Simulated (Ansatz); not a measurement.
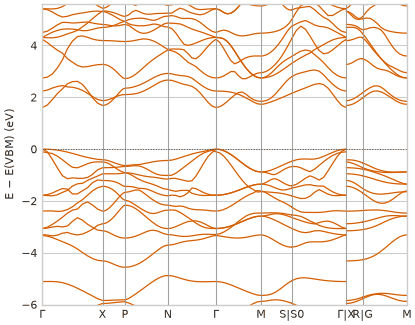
Figure: Band structure from DFT-r²SCAN in the program Ansatz with PAW potentials

Question: Read off the gap and where the band edges lie.

Answer: About 1.6 eV (1.60 eV by a search for the band edges); maximum at Γ, minimum at Γ.

Question: Which of these materials gives this?
A. Rb2SnHgTe4, I-42m (Rb on 4c, Sn on 2b, Hg on 2a, Te on 8i)
B. CdGa2Te4, I-4 (Cd on 2a, Ga on 2d, Ga on 2b, Te on 8g)
C. Al2ZnTe4, I-4 (Al on 2d, Al on 2b, Zn on 2a, Te on 8g)
D. Li4MoO5, I4 (Li on 8c, Mo on 2a, O on 8c, O on 2a)

Answer: B, CdGa2Te4, I-4 (Cd on 2a, Ga on 2d, Ga on 2b, Te on 8g)

The workflow started from a Materials Project entry (that database holds measured and hypothetical structures alike); the Crystallography Open Database files this formula in space group No. 82, but the cells were not matched. Whether it is the stable phase at ambient conditions was not checked. Symmetry was held in the r²SCAN relaxation; whether a distortion lowers the energy is not shown. Spin–orbit coupling is left out wherever it is not named.

Potentials: the later of the program's two PAW sets.
